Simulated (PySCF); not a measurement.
**O₂S, SMILES `O=S=O`: what the electrons do**

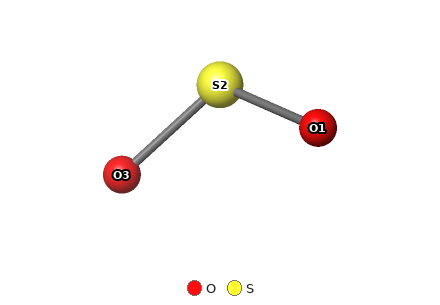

The molecule, with its atoms numbered as below. No frequency check shows the geometry to be a minimum.

Geometry (Å), atoms numbered from 1:

```
O1       1.2186   -0.3781    0.0000
S2       0.0000    0.3781    0.0000
O3      -1.2186   -0.3781    0.0000
```

## 1. Bonding charge

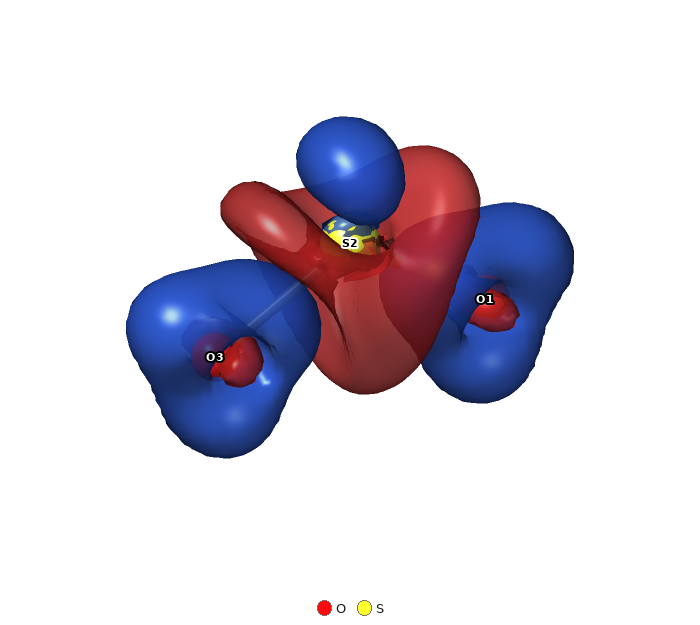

Deformation density (molecule less spherical, spin-averaged free atoms at the same positions), surfaces at ±0.08 e/Å³; blue: gain, red: loss.

PySCF calculation, CAM-B3LYP/6-311G**, gas phase; geometry: GFN2-xTB.

Question: How much density has each bond gained at its critical point, relative to the free atoms?

Answer: O1–S2 and S2–O3: +0.17 e/Å³ at the bond critical point (bond length 1.43 Å, Mayer order 1.8). In all, 0.9 electrons gather in the regions of gain relative to the promolecule.

Question: Where do the Hirshfeld charges lie?

Answer: The highest Hirshfeld charge is on S2 (+0.51 e), the lowest on O1 and O3 (−0.26 e).

```csv
atom,charge (e)
O1,−0.26
S2,+0.51
O3,−0.26
```

## 2. Electrostatic potential

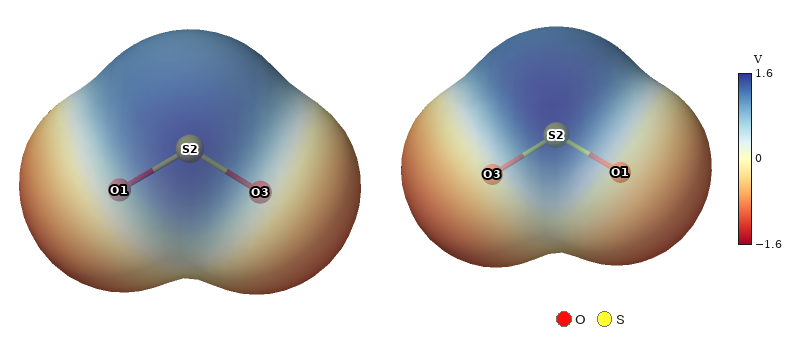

Electrostatic potential on the surface of electron density 0.001 a.u. (back view left, front view right).

Question: Where are the extremes of the potential on the surface?

Answer: Highest: 1.58 V, off the molecular plane, over S2 (2.0 Å), and at like points elsewhere. Lowest: −1.06 V, 1.7 Å from O3, and at like points elsewhere. Further minima include 1.04 V, 2.1 Å from S2. The surface is sampled at points, so like sites can differ by a few per cent and only the strongest of them is named.

Question: What volume does the surface enclose, and what is the dipole moment?

Answer: About 56 Å³; the dipole moment is 2.1 D.

## 3. In an electric field

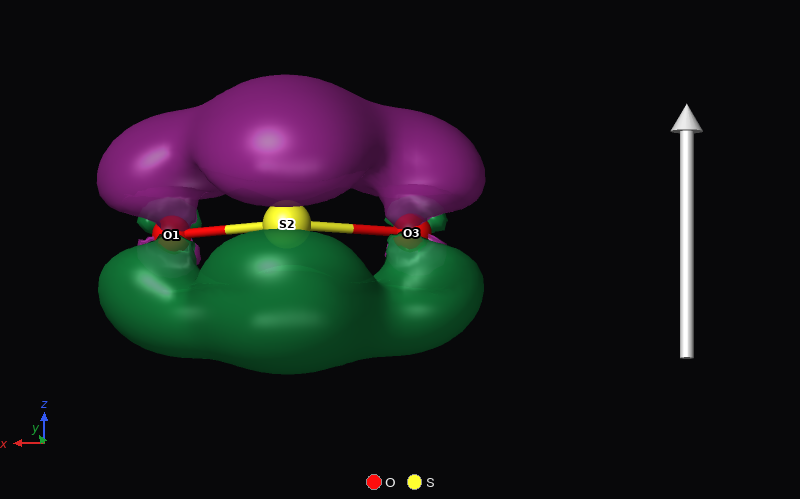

Change of the electron density in a uniform field of 0.51 V/Å along +z (arrow), surfaces at ±0.003 e/Å³ (green: gain, purple: loss).

Method: TPSS/def2-SVPD; geometry: GFN2-xTB; program: PySCF.

Question: How large is the response?

Answer: The induced dipole is 0.50 D (along the field); α along this axis, from the fields in both directions, is 20 bohr³ (2.9 Å³).

Question: Which atoms gain and lose the most charge?

Answer: Hardly any: no atom's Hirshfeld charge changes by as much as 0.002 e. The density shifts from one side of each atom to the other; 0.057 electrons are displaced in all.

## 4. Localised orbitals

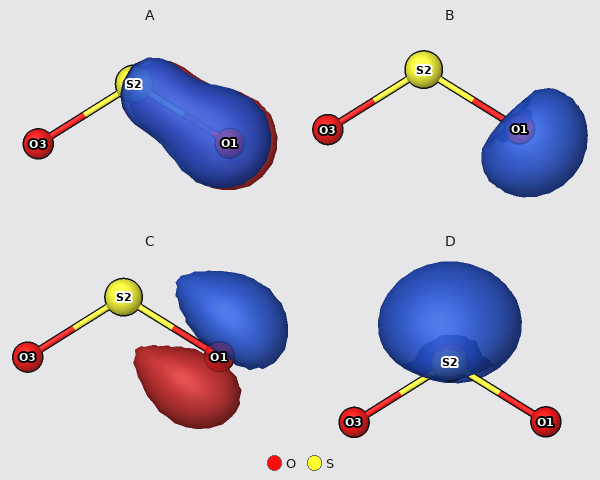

Pipek–Mezey orbitals, occupied; each surface holds about 70 % of the orbital's density. Energies are diagonal elements of the Fock matrix.

PySCF calculation, PBE0/6-31+G*, gas phase; geometry: GFN2-xTB.

Question: Identify each orbital.

Answer: By panel:
- A: π bond O1–S2 (O1 73 %, S2 25 %; −12.5 eV)
- B: lone pair on O1 (sp0.4-type) (O1 100 %; −19.3 eV)
- C: lone pair on O1 (p-type) (O1 91 %, S2 8 %; −11.4 eV)
- D: lone pair on S2 (sp0.5-type) (S2 100 %; −16.4 eV)

Question: Which has the smallest and which the largest spatial spread?

Answer: Smallest: B (0.68 Å); largest: A (1.02 Å).

Question: How do all the valence pairs divide up?

Answer: 9 pairs: 5 lone pairs, 2 σ bonds and 2 two-centre π bonds.

## 5. The π system

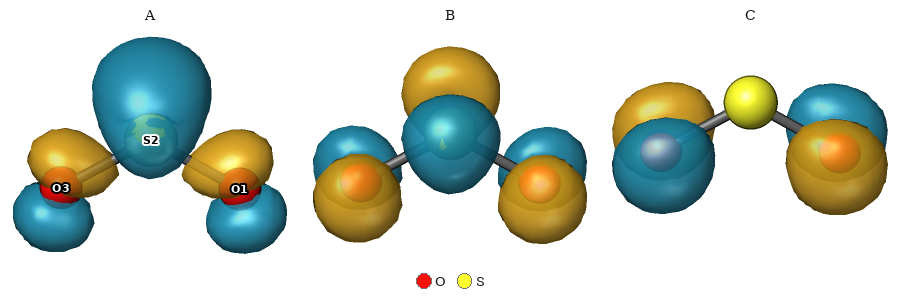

Natural orbitals of the π active space, CASSCF(4,3), triplet state at the geometry of the singlet, in order of falling occupation.

Method: def2-SVPD basis; geometry: GFN2-xTB; program: PySCF.

Question: What are the natural occupation numbers?

Answer: A 2.00, B 1.00, C 1.00.

Question: Where does the lowest triplet lie relative to the singlet, at this geometry and within this active space?

Answer: 5.20 eV above it by strongly contracted NEVPT2 (+3.72 eV by CASSCF); a small basis tends to put such gaps a few tenths of an eV too high. This is a vertical energy for π states alone; a state that uses lone pairs or σ orbitals may lie lower.

The PySCF runs shown took 2.9 s, 9 s, 2.1 s and 4.4 s on 1 thread of Intel(R) Xeon(R) Platinum 8488C (Sapphire Rapids) (shared host).
